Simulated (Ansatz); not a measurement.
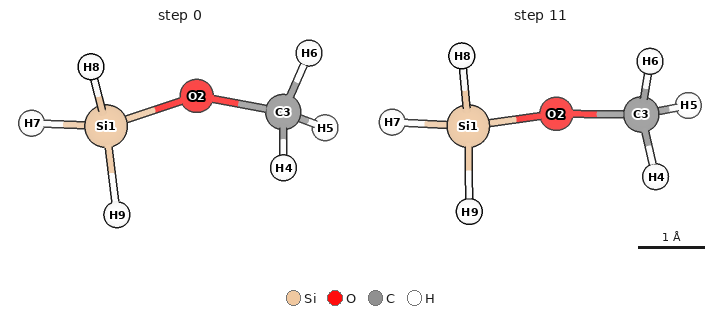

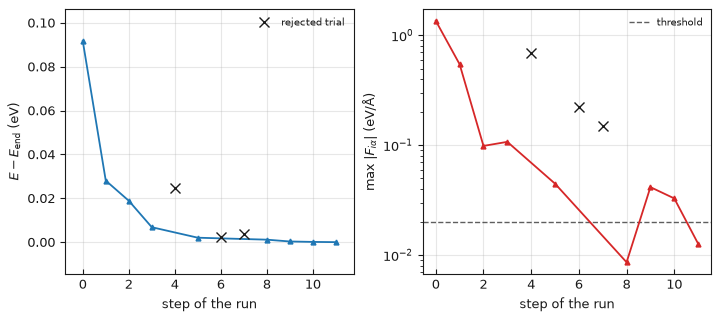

First and last geometry of a relaxation of CH₆OSi, with the history of the run. A ball-and-stick model, seen at a tilt.

The run prepares the start of a later molecular dynamics calculation, from a guessed geometry.

Theory: RKS B3LYP-D4/6-31G* in Ansatz 0.2.0.

Input
```yaml
crystal:
  periodic: [false, false, false]
  atoms:
    - { symbol: Si, position_ang: [0.0, 0.0, 0.0] }
    - { symbol: O, position_ang: [0.0, 0.0, 1.68] }
    - { symbol: C, position_ang: [-1.1112, -0.3437, 2.4945] }
    - { symbol: H, position_ang: [-1.814, -0.9775, 1.9143] }
    - { symbol: H, position_ang: [-0.7584, -0.9037, 3.3856] }
    - { symbol: H, position_ang: [-1.6313, 0.5809, 2.8212] }
    - { symbol: H, position_ang: [1.3768, 0.0, -0.4862] }
    - { symbol: H, position_ang: [-0.6877, 1.1914, -0.4862] }
    - { symbol: H, position_ang: [-0.6877, -1.1914, -0.4862] }
basis:
  gaussian: { orbitals: "6-31G*" }
hamiltonian:
  xc: b3lyp
  dispersion: d4
relax:
  f_tol: 0.02
  max_steps: 40
output:
  orbitals: {}
```

Launched with:
```bash
ansatz run input.yaml --threads 1 --pin off --max-ram 2048MiB --backend cpu --events-out ev --progress --plain --runs-dir out
```

Q: Read the history and describe the run.

A: It converged. H6 moves most after the best rigid fit: 0.38 Å. By element the largest moves are H 0.38 Å, O 0.30 Å, C 0.05 Å, Si 0.03 Å. Near-neighbour distances that change, for instance: Si1–H8 1.459 → 1.493 Å, Si1–H7 1.460 → 1.481 Å, Si1–O2 1.680 → 1.661 Å, C3–H5 1.110 → 1.094 Å. Among the angles between lasting bonds that change: Si1–O2–C3 125.0° → 121.3°, O2–Si1–H7 109.5° → 106.5°, O2–C3–H4 109.5° → 111.7°. Groups turn about O2–C3 by about 40°. The energy falls by 0.092 eV in 8 accepted moves (11 points after the start). Largest force component: 1.4 eV/Å at the start, 0.013 eV/Å at the end. The line search rejected the trial steps at points 4, 6, 7 of the run. The forces were under the threshold at step 8, but the run went on from there. The run took 29 s on 1 thread of Arm Neoverse V1 (shared host), peak memory 0.13 GiB.
